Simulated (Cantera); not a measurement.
Input: 1 mol B₂O₃, 7.8 mol HF, 3.4 mol BCl₃, equilibrated at 1227 °C.

Cantera equilibrium calculation (NASA polynomials, part measured and part estimated; ideal gas, pure solids and liquids). Candidate condensed phases: B, B₂O₃, B₃O₃H₃, H₂O; 56 gas species. The tables' values for BF₂, BOCl, BCl, BCl₂, BClF are old estimates; treat these amounts as uncertain. Gases not in the tables: BHCl₂. Rates play no part.

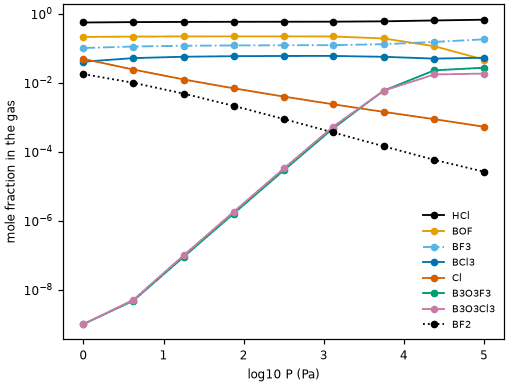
Fig. 1. Equilibrium gas composition (values under 1e-9 drawn at 1e-9)

Task: Read off the mole fractions at 56.0 mbar.

Result: HCl about 0.60, BOF about 0.19, BF₃ about 0.13, BCl₃ about 0.056, B₃O₃F₃ about 0.0059, B₃O₃Cl₃ about 0.0058, Cl about 0.0014, BF₂ about 0.00014.
